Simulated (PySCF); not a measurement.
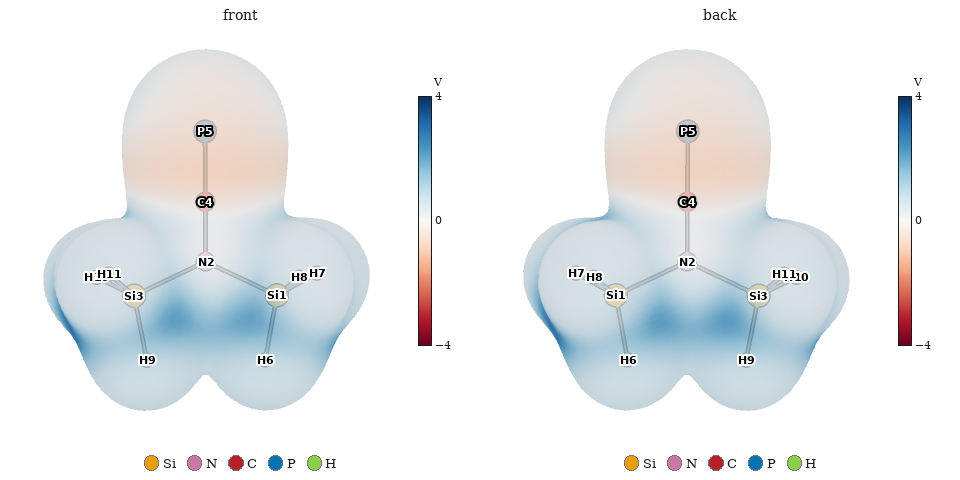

CH6NPSi2 (SMILES [SiH3]N([SiH3])C#P). The electrostatic potential painted on the density surface at 0.004 e/bohr³, seen from the front and from behind; red is negative and blue positive.

Geometry: GFN2-xTB.

The calculation used PySCF 2.14.0, CAM-B3LYP/def2-SVPD, SCF density, gas phase.

The calculation's input:

```
{"job": {"kind": "uv", "xc": "CAM-B3LYP", "basis": "def2-SVPD", "nstates": 8, "ntriplets": 3}, "charge": 0, "multiplicity": 1}
Si     1.660996     0.085757     0.116946
N     -0.086890     0.246445    -0.023960
Si    -1.336206    -0.994314     0.009461
C     -0.525937     1.480071    -0.211152
P     -1.045772     2.932776    -0.428839
H      1.871476    -1.334669     0.366992
H      2.090280     0.929426     1.231081
H      2.257064     0.531127    -1.142370
H     -0.608627    -2.231217     0.265939
H     -2.002597    -0.992059    -1.292302
H     -2.268363    -0.650672     1.082241
```

Command:

```sh
OMP_NUM_THREADS=1 python probes_run.py task.json out
```

Where is the surface potential most negative and most positive?

The most negative region (about −0.8 V) lies over C4 and P5, the most positive (about +3.0 V) over Si1 and Si3.

How polar is the molecule by this calculation?

Its dipole moment is 2.53 D.
